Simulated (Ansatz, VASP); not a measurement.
# Te (Tellurium) in two plane-wave programs, part 2 of 2

One calculation is typed for both programs; each brings its own data sets. How far apart do they land? The cell is taken from a series of VASP runs on this material, whose earlier steps may have relaxed, scaled or displaced it; both programs get it as it stands. Valence electrons are named where the data sets of a main pair hold unlike numbers.

VASP 6.6.1 and Ansatz 0.2.0.

So far: The structure; VASP: band structure, PBE0.

## 3. Ansatz: band structure, PBE0

Level of this step: Ansatz beside VASP: Kohn-Sham DFT, plane waves, PBE0 (Ansatz).

Ansatz runs on its default PAW (the set named soft_2) files.

The same cell, functional, mesh and smearing now go to Ansatz, which takes its cutoff from its data sets.

Contents of input.yaml:

```yaml
crystal:
  lattice:
    - [4.454, 0.0, 0.0]
    - [-2.227, 3.8572771485, 0.0]
    - [0.0, 0.0, 5.924]
  atoms:
    - { symbol: Te, position: [0.731, 0.731, 0.0] }
    - { symbol: Te, position: [0.0, 0.269, 0.6666666667] }
    - { symbol: Te, position: [0.269, 0.0, 0.3333333333] }
hamiltonian:
  xc: pbe0
  pseudopotentials: { kind: paw }
kpoints:
  mp_grid: { grid: [4, 4, 3] }
  band_path:
    path:
      - [0.0, 0.0, 0.0]
      - [0.44444, 0.0, 0.0]
      - [0.38889, 0.22222, 0.0]
      - [0.18519, 0.18519, 0.0]
      - [0.0, 0.0, 0.11111]
      - [0.0, 0.0, 0.5]
      - [0.44444, 0.0, 0.5]
      - [0.38889, 0.22222, 0.5]
      - [0.35185, 0.2963, 0.5]
      - [0.33333, 0.33333, 0.5]
      - [0.18519, 0.18519, 0.5]
      - [0.5, 0.0, 0.38889]
      - [0.33333, 0.33333, 0.0]
      - [0.33333, 0.33333, 0.5]
    npoints: 1
scf:
  occupations: { method: gaussian, width: 0.03 }
  n_extra_bands: 7
output:
  forces: true
  stress: true
  eigenvalues: true
```

Command:

```
ansatz run input.yaml --threads 4 --pin off --max-ram 9216MiB --backend cpu --events-out ev --progress --plain --runs-dir out
```

Numbers of over 12 decimals in the logs are rounded to 6 here.

The program printed:

```text
Warning: output.stress: scf.convergence.dr2_threshold = 1e-7 eV (the SCF's general default) is looser than the 3e-10 eV advised for a printed stress (1e-10 eV for each atom of the cell: 3). What an SCF threshold leaves in a stress goes as its square root, and in the free energy as the threshold itself, and one threshold admits the most on a small cell: [figures from the program's tests cut] Set scf.convergence.dr2_threshold to 3e-10 eV or tighter. The threshold is an SCF's pass mark: one that does not reach it within its budget of iterations ends unconverged, or closes short of it on a stop that the run arms, and scf.convergence.dr2_threshold's page says what that costs each kind of run
Warning: output.stress: scf.exx.energy_threshold = 1e-6 eV is looser than the 3e-8 eV advised for a stress under a hybrid functional (1e-8 eV for each atom of the cell: 3). Every SCF of the exchange loop can meet its threshold on dr2 while the loop round them stops early: no threshold on dr2 bounds what that leaves in the stress. Set scf.exx.energy_threshold to 3e-8 eV or tighter. The threshold is the loop's pass mark: a loop that does not reach it within its budget of cycles ends unconverged, and scf.exx.energy_threshold's page has the law
scf.n_extra_bands = 7 over 24 filled bands (N_el = 48.0): the run solves 31 bands
Engine: ansatz 0.2.0, x86_64-unknown-linux-gnu
Pseudopotentials: kind: paw
Pseudopotential: Te, paw, valence charge 16, recommended cutoff 420 eV (normal), Te.paw.azcp
Functional definition: PBE0
  parameter a = 0.25
  parameter kappa = 0.804
  parameter beta = 0.066725
  exchange = (1 - a)*pbe_x(kappa = kappa, mu = beta*pi^2/3) + a*exact_x
  correlation = pbe_c(beta = beta)
Crystal: 3 atoms, lattice volume = 101.776 Å³
Basis set: ecut = 420 eV, 1993 PW (Γ), exchange–correlation on 60×60×80 points (8 copies of the dense FFT grid, shifted against one another)
Bands: 31, of which v1, the nominal top of the filled ones, is band 24 counted from 1 (23 counted from 0)
Symmetry: 6 space group operations
Space group: P3121 (ITA 152), of the structure as read, at distance tolerance 4.7e-5 Å
k-points: 9 of 48 (time reversal used)
Non-local potential: Te, projectors of the file, l = 0: 2, l = 1: 2, l = 2: 2, l = 3: 2
PAW form: soft (Blöchl's): semilocal exchange-correlation on the pseudo side does not see the compensation charge
PAW frozen core: Te, regenerated for the run's functional, and the local potential with it (the file was generated under x = pbe(κ = 0.804, μ = 0.219515), c = pbe(β = 0.066725))
PAW one-centre angular grid: Te, 590 points (default); XC on 64 Gauss nodes
Initial density: superposition of atomic densities (neutral atoms: chi_scale 0, normalization atom), corrected by the library's trained network
Initial wavefunctions: pseudopotential atomic-orbital guess
Functional: x = pbe(κ = 0.804, μ = 0.219515), c = pbe(β = 0.066725), warm-up for x = 0.75 pbe(κ = 0.804, μ = 0.219515) + 0.25 exact, c = pbe(β = 0.066725)
SCF iter   1: F=—  HF=-20939.827445 eV  |F-HF|=—  |Δ(HF+E_count)|=         —  Δρ=1.46e-3  dr2=1.45e-3  ethr=1.77e-3  ⟨swp⟩=12.6  Hψ=1263  notcnv=0
preconditioner: auto → none  [insulator: Δε(μ)=0.798 eV  Ē_g=9.859 eV  σ=0.030 eV  W_gap=1.00  n_scr=22 (ndim 8)  ℏωp=15.6 eV  f_vac=0.027  D(μ)=0.00/eV (n_scr^D=0)]
SCF iter   2: F=—  HF=-20939.828966 eV  |F-HF|=—  |Δ(HF+E_count)|=   1.52e-3  Δρ=6.94e-4  dr2=2.65e-4  ethr=3.03e-6  ⟨swp⟩=5.3  Hψ=867  notcnv=0  defer=16
SCF iter   3: F=-20939.829370 eV  HF=-20939.829318 eV  |F-HF|=5.20e-5  |Δ(HF+E_count)|=   3.52e-4  Δρ=2.66e-4  dr2=4.34e-5  ethr=5.51e-7  ⟨swp⟩=3.4  Hψ=615  notcnv=0  defer=7
SCF 1 stopped early in 3 iterations: F = -20939.829370 eV  dr2 = 4.34e-5
  greatest PAW one-centre occupation: 0.998 electrons in one spin orbital (limit 2), on the Te atom at site 0 (counted from 0), in its partial waves of l = 2
Initial density: handed on by an earlier stage of this run
Initial wavefunctions: those handed on with the density
Functional: x = 0.75 pbe(κ = 0.804, μ = 0.219515) + 0.25 exact, c = pbe(β = 0.066725)
Frozen-core exchange: fock
SCF iter   1: F=—  HF=-20950.308742 eV  |F-HF|=—  |Δ(HF+E_count)|=         —  Δρ=4.13e-3  dr2=1.27e-2  ethr=9.05e-7  ⟨swp⟩=9.4  Hψ=1371  notcnv=0
preconditioner: auto → none  [insulator: Δε(μ)=1.796 eV  Ē_g=11.733 eV  σ=0.030 eV  W_gap=1.00  n_scr=22 (ndim 8)  ℏωp=15.6 eV  f_vac=0.026  D(μ)=0.00/eV (n_scr^D=0)]
SCF iter   2: F=—  HF=-20950.304923 eV  |F-HF|=—  |Δ(HF+E_count)|=   3.82e-3  Δρ=1.79e-3  dr2=6.47e-3  ethr=9.05e-7  ⟨swp⟩=4.0  Hψ=923  notcnv=0
SCF iter   3: F=—  HF=-20950.324944 eV  |F-HF|=—  |Δ(HF+E_count)|=   2.00e-2  Δρ=1.22e-3  dr2=1.53e-3  ethr=9.05e-7  ⟨swp⟩=4.1  Hψ=895  notcnv=0
SCF iter   4: F=—  HF=-20950.326004 eV  |F-HF|=—  |Δ(HF+E_count)|=   1.06e-3  Δρ=4.07e-4  dr2=1.61e-4  ethr=9.05e-7  ⟨swp⟩=3.4  Hψ=630  notcnv=0  defer=1
SCF iter   5: F=—  HF=-20950.326082 eV  |F-HF|=—  |Δ(HF+E_count)|=   7.76e-5  Δρ=1.50e-4  dr2=1.94e-5  ethr=2.73e-7  ⟨swp⟩=3.2  Hψ=619  notcnv=0  defer=1
iter 6 solved again at ethr=2.61e-9 eV; its pass at ethr=3.60e-8 eV (dr2=1.25e-6 eV) is discarded
SCF iter   6: F=-20950.326087 eV  HF=-20950.326088 eV  |F-HF|=1.17e-6  |Δ(HF+E_count)|=   6.27e-6  Δρ=2.93e-5  dr2=1.43e-6  ethr=2.61e-9  ⟨swp⟩=4.1  Hψ=1244  notcnv=0  defer=6
SCF 2 stopped early in 6 iterations: F = -20950.326087 eV  dr2 = 1.43e-6
  Residual-converged pass: ⟨swp⟩=4.0  Hψ=749  notcnv=0  max |occ|·‖R‖ = 6.4e-6 eV (tolerance 6.7e-6 eV)  dr2=1.42e-6  dr2_onsite=1.56e-7  max |Δocc| = 0.0e0
hybrid outer 1: dexx = +2.910e-2 eV, tail = 2.00e-4 eV
Frozen-core exchange: fock
SCF iter   1: F=—  HF=-20950.326244 eV  |F-HF|=—  |Δ(HF+E_count)|=         —  Δρ=2.48e-5  dr2=6.15e-7  ethr=2.09e-6  ⟨swp⟩=3.7  Hψ=577  notcnv=0
preconditioner: auto → none  [insulator: Δε(μ)=1.887 eV  Ē_g=11.761 eV  σ=0.030 eV  W_gap=1.00  n_scr=22 (ndim 8)  ℏωp=15.6 eV  f_vac=0.024  D(μ)=0.00/eV (n_scr^D=0)]
SCF iter   2: F=—  HF=-20950.326246 eV  |F-HF|=—  |Δ(HF+E_count)|=   1.78e-6  Δρ=1.95e-5  dr2=2.93e-7  ethr=1.12e-9  ⟨swp⟩=4.2  Hψ=987  notcnv=0  defer=1
SCF iter   3: F=—  HF=-20950.326246 eV  |F-HF|=—  |Δ(HF+E_count)|=   6.72e-9  Δρ=3.84e-6  dr2=9.68e-9  ethr=5.97e-10  ⟨swp⟩=3.6  Hψ=555  notcnv=0  defer=7
SCF iter   4: F=-20950.326246 eV  HF=-20950.326246 eV  |F-HF|=1.53e-10  |Δ(HF+E_count)|=   2.68e-9  Δρ=8.44e-7  dr2=4.04e-10  ethr=1.81e-11  ⟨swp⟩=4.8  Hψ=838  notcnv=0  defer=5
SCF 3 converged in 4 iterations: F = -20950.326246 eV  dr2 = 4.04e-10
  Residual-converged pass: ⟨swp⟩=3.0  Hψ=654  notcnv=0  max |occ|·‖R‖ = 5.2e-7 eV (tolerance 5.4e-7 eV)  dr2=4.06e-10  dr2_onsite=4.04e-10  max |Δocc| = 0.0e0
  greatest PAW one-centre occupation: 0.998 electrons in one spin orbital (limit 2), on the Te atom at site 1 (counted from 0), in its partial waves of l = 2
hybrid outer 2: dexx = +1.087e-6 eV, tail = 3.39e-8 eV, Δε = 3.32e-3 eV (about 1.05e-4 eV left of the loop's levels), ΔF = 9.93e-3 eV/Å (tail 1.42e-3)
Frozen-core exchange: fock
SCF iter   1: F=—  HF=-20950.326246 eV  |F-HF|=—  |Δ(HF+E_count)|=         —  Δρ=1.26e-6  dr2=8.55e-10  ethr=3.53e-10  ⟨swp⟩=8.2  Hψ=705  notcnv=0
SCF iter   2: F=-20950.326246 eV  HF=-20950.326246 eV  |F-HF|=9.09e-11  |Δ(HF+E_count)|=  8.84e-10  Δρ=7.71e-7  dr2=3.03e-10  ethr=1.50e-12  ⟨swp⟩=4.3  Hψ=783  notcnv=0  defer=1
SCF 4 converged in 2 iterations: F = -20950.326246 eV  dr2 = 3.03e-10
  Residual-converged pass: ⟨swp⟩=2.8  Hψ=506  notcnv=0  max |occ|·‖R‖ = 7.5e-7 eV (tolerance 7.7e-7 eV)  dr2=3.04e-10  dr2_onsite=9.56e-11  max |Δocc| = 0.0e0
  greatest PAW one-centre occupation: 0.998 electrons in one spin orbital (limit 2), on the Te atom at site 2 (counted from 0), in its partial waves of l = 2
hybrid outer 3: dexx = +1.071e-9 eV, tail = 8.21e-10 eV, Δε = 3.54e-5 eV (about 8.36e-6 eV left of the loop's levels), ΔF = 1.80e-4 eV/Å (tail 1.36e-4)
NSCF: frozen V_eff on 14 k-points
hybrid SCF converged: 3 outer / 12 inner (+3 warm-up), last move |dexx| = 1.07e-9 eV, tail = 8.21e-10 eV
Stability not checked: this state was not tested for a lower state beside it, because the functional holds exact exchange (a hybrid, or Hartree-Fock), whose exchange loop this test does not read (fock_operator; see scf.lower_state_search)
Free energy (F): -20950.326246 eV
Frozen-core exchange: fock
Harris-Foulkes:  -20950.326246 eV  (|F-HF|=9.09e-11)
Internal energy: -20950.326246 eV  (E = F + TS)
E sigma→0 (E₀):  -20950.326246 eV
Fermi energy:    8.804099 eV
--- Per-component energies (eV) ---
  E_band       = -918.916673
  E_kinetic    = 538.743969
  E_local      = -3815.566079  (includes V_loc(G=0)·N_el)
  E_nonlocal   = -934.836127
  E_hartree    = 2431.194290
  E_xc         = -287.120882
  E_vxc        = -241.033848  (∫ρ·V_xc dr)
  E_exx        = -154.764202  (= α·E_x^exact, valence–valence)
  E_paw        = -13927.177736  (= ΣΔE_a)
  E_vpaw       = -1019.084546  (= ΣTr[D̂ρ^β])
  E_aug_tail   = -0.000563  (compensation charges beyond the density's cutoff)
  E_ewald      = -4800.294125
  E_core_change = -0.504791  (= ΣΔE_core)
  E_smearing   = -0.000000  (= −TS)
  E_closure    = 0.000000  (closes the sum)
  Σ components = -20950.326246   (vs F -20950.326246, Δ=0.00e0)
--- Forces (eV/Å), atoms counted from 1 ---
  atom   1  Te     0.19477448     0.33735930     0.00000000
  atom   2  Te     0.19477448    -0.33735930     0.00000000
  atom   3  Te    -0.38954897     0.00000000     0.00000000
  max |Σ_I F_I| component: 0.00e0 eV/Å
--- Stress (GPa, compression-positive) ---
        0.193117       0.000000       0.000000
       -0.000000       0.193117       0.000000
        0.000000       0.000000      -0.957428
  P = ⅓ Tr σ = -0.1904 GPa (-1.904 kbar)
--- Band table (eV; the first three rows and the last of 9) ---
  k-point 0: bands = [... 20 lower, 5.1790, 6.2153, 6.2153, 7.0986, 10.2888, 10.2888, 10.9692, 14.4092, ... 3 higher]
  k-point 1: bands = [... 20 lower, 5.3108, 6.4580, 6.6928, 7.0560, 9.7470, 9.7890, 10.1041, 13.5958, ... 3 higher]
  k-point 2: bands = [... 20 lower, 4.3103, 6.4795, 7.0472, 7.1926, 10.0952, 10.3304, 11.1918, 13.1552, ... 3 higher]
  k-point 8: bands = [... 20 lower, 3.5550, 5.4977, 7.0909, 7.8603, 9.9496, 10.8571, 12.0580, 14.2496, ... 3 higher]
```

Elapsed: 31 s, on 4 threads of AMD EPYC 9R45, shared host; peak memory 1.1 GiB.

## 4. Comparison

Known differences besides the potentials themselves: exact exchange at q = 0 is treated differently, which shows on coarse meshes; VASP keeps PBE cores, Ansatz makes them for the functional; the data sets hold 48 valence electrons in Ansatz (on its default PAW (the set named soft_2) files) and 18 in VASP; the cutoff is 420 eV in Ansatz and 350 eV in VASP; VASP takes a coarser grid for exact exchange (PRECFOCK = Fast). Total energies have different zeros and are not compared.

Both answers:

```tsv
quantity	Ansatz	VASP	difference
gap over the path points (eV)	1.121	1.068	+0.053
```

Forces (eV/Å; atoms numbered as in POSCAR):

```tsv
atom	Ansatz x, y, z	VASP x, y, z
Te1	0.195, 0.337, 0.000	0.216, 0.374, 0.000
Te2	0.195, -0.337, 0.000	0.216, -0.374, 0.000
Te3	-0.390, 0.000, 0.000	-0.432, 0.000, 0.000
```

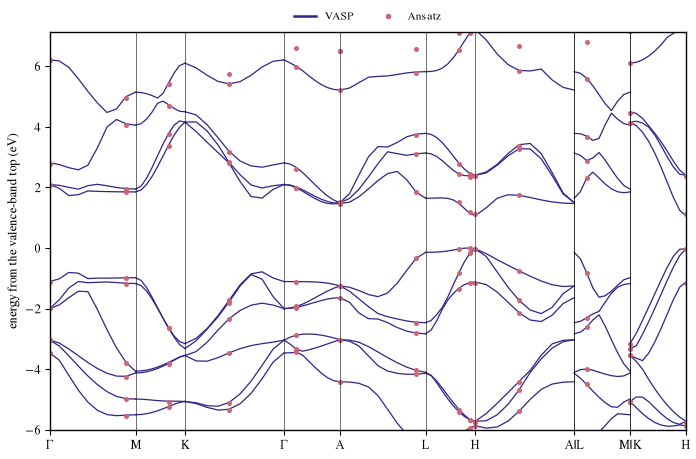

Bands from VASP (lines) and levels from Ansatz (dots). Dots without a line are higher empty bands that the VASP plot leaves out.

Levels at points of the path, from each program's valence-band top (eV; 4 filled, then empty):

```tsv
k (reciprocal lattice)	Ansatz	VASP
0.000 0.000 0.000	-3.03 -1.99 -1.99 -1.11 2.08 2.08 2.76	-3.04 -2.00 -2.00 -1.11 2.10 2.10 2.81
0.444 0.000 0.000	-4.25 -3.78 -1.19 -1.00 1.86 1.96 4.08	-4.24 -3.77 -1.16 -0.98 1.85 1.96 4.10
0.389 0.222 0.000	-3.82 -3.78 -2.65 -2.64 3.37 3.75 4.70	-3.81 -3.78 -2.64 -2.63 3.39 3.78 4.73
0.185 0.185 0.000	-3.47 -2.34 -1.80 -1.73 2.80 2.84 3.17	-3.46 -2.33 -1.78 -1.73 2.81 2.82 3.19
0.000 0.000 0.111	-2.87 -1.97 -1.91 -1.11 1.98 1.99 2.62	-2.88 -1.96 -1.93 -1.11 1.98 2.01 2.66
0.000 0.000 0.500	-3.05 -1.66 -1.26 -1.26 1.44 1.51 1.51	-3.03 -1.64 -1.25 -1.25 1.47 1.50 1.50
0.444 0.000 0.500	-4.04 -2.82 -2.47 -0.34 1.85 3.09 3.72	-4.04 -2.81 -2.45 -0.34 1.85 3.11 3.76
0.389 0.222 0.500	-5.34 -1.36 -0.83 -0.03 1.51 2.43 2.79	-5.32 -1.33 -0.83 -0.03 1.48 2.45 2.81
0.352 0.296 0.500	-5.68 -1.17 -0.18 0.00 1.20 2.36 2.45	-5.66 -1.14 -0.18 0.00 1.15 2.38 2.47
0.333 0.333 0.500	-5.74 -1.14 -0.03 -0.03 1.12 2.38 2.38	-5.72 -1.12 -0.03 -0.03 1.07 2.40 2.40
```

The forces differ by 25 meV/Å r.m.s., which is 9.9 % of the r.m.s. force of 0.249 eV/Å (both taken over all components). Among the levels compared at these points, filled levels agree within 26 meV and empty ones within 53 meV.

## 5. Other set-ups

Further runs change the set-up of one program: Ansatz's method, potentials or start, or VASP's data sets, cutoff or form of LDA. The table gives Ansatz less VASP for each quantity, since a change that brings one quantity closer may part another.

```tsv
run	r.m.s. force difference (meV/Å)	gap over the path points (eV)
as above	25	0.053
cores kept as stored	24	0.053
Ansatz's larger PAW set (cutoff 430 eV)	24	0.057
```

## 6. Summary of results

| Property | Result |
| --- | --- |
| r.m.s. force difference (band structure, PBE0) | 9.9 % of the r.m.s. force |
| difference in gap over the path points (band structure, PBE0) | 0.053 eV |

The r.m.s. force difference is 9.9 % of the r.m.s. force (band structure, PBE0), beyond the 3 % picked in this series as the mark of a large difference. The data sets hold unlike numbers of valence electrons (48 in Ansatz and 18 in VASP), so part of the differences comes from the potentials. For band structure, PBE0, no further run moves any of the tabulated differences by more than a quarter of its size. 1 further run of this series is not shown here. How closely two codes agree says nothing of how well the functional describes the real material.

[Lines on the potential files, build, host, timing and source positions are cut from VASP's logs without a mark.]

[Logs are printed without paths, hosts, clocks, repeated set-up lines and the standing remarks that a program may print on its own settings, such as how far it seeks lower states.]

[Hosts, paths, dates, database ids (printed as entryN), source tags and the programs' standing remarks are cut or masked in the printed files.]
